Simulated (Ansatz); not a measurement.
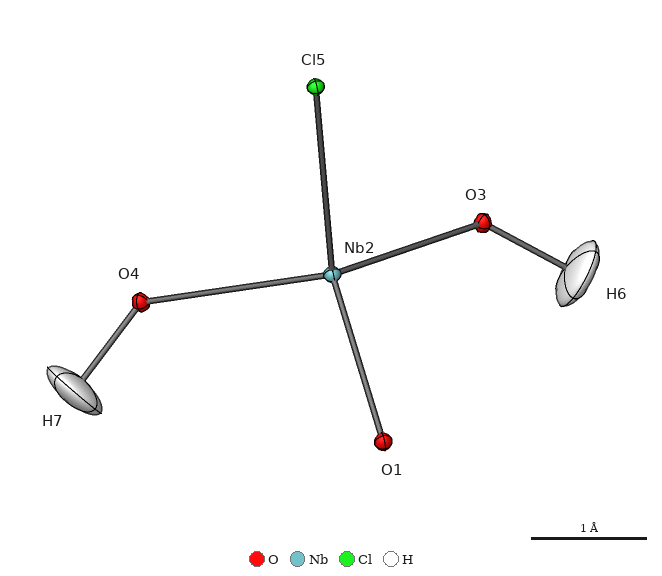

Displacement ellipsoids at the 50 % level, from the internal vibrations of the free molecule (harmonic, no overall translation or rotation; no half-axis is drawn under 0.075 Å). The species is neutral and a spin singlet. Vibrations computed with RKS PBE0-D4/def2-TZVP, core potentials on Nb (Ansatz 0.2.0). Temperature: 0 K (zero-point motion alone).

List U_eq and the three principal root-mean-square amplitudes for each kind of atom.

```json
{"atom": "O1", "U_eq (Å²)": "0.0024", "rms amplitudes (Å)": "0.034, 0.050, 0.059"}
{"atom": "Nb2", "U_eq (Å²)": "0.00027", "rms amplitudes (Å)": "0.015, 0.017, 0.017"}
{"atom": "O3, O4", "U_eq (Å²)": "0.0025", "rms amplitudes (Å)": "0.039, 0.046, 0.063"}
{"atom": "Cl5", "U_eq (Å²)": "0.00091", "rms amplitudes (Å)": "0.026, 0.031, 0.033"}
{"atom": "H6, H7", "U_eq (Å²)": "0.0301", "rms amplitudes (Å)": "0.078, 0.187, 0.222"}
```
